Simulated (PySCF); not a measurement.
SMILES c1ccc([SiH2]c2cccs2)cc1 (C10H10SSi) at its GFN2-xTB optimised geometry (Å):

```
22

C     -1.0008    -2.9757     0.0000
C     -1.6859    -1.7721     0.0018
C     -0.9871    -0.5789     0.0021
C      0.4054    -0.5587    -0.0021
Si     1.3523     1.0718     0.0262
C      0.5910     2.1999    -1.2636
C     -0.1810     1.8892    -2.3452
C     -0.5556     3.0075    -3.1195
C     -0.0606     4.1689    -2.6205
S      0.8692     3.9117    -1.1992
C      1.0751    -1.7776     0.0000
C      0.3837    -2.9757     0.0000
H     -1.5440    -3.9097    -0.0011
H     -2.7668    -1.7656     0.0032
H     -1.5298     0.3563     0.0031
H      1.2349     1.7124     1.3427
H      2.7668     0.8414    -0.2951
H     -0.4735     0.8802    -2.5763
H     -1.1645     2.9489    -4.0043
H     -0.1842     5.1652    -2.9967
H      2.1557    -1.7858     0.0007
H      0.9241    -3.9117    -0.0002
```

Method: PBE/def2-SVP run with PySCF.

Map of the log10 of the electron density (e/bohr³), floored at −4 on the plane z = 0.8 Å:

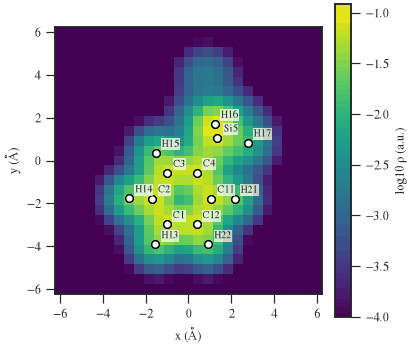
Figure. Log10 of the electron density (e/bohr³), floored at −4 on the plane z = 0.8 Å.
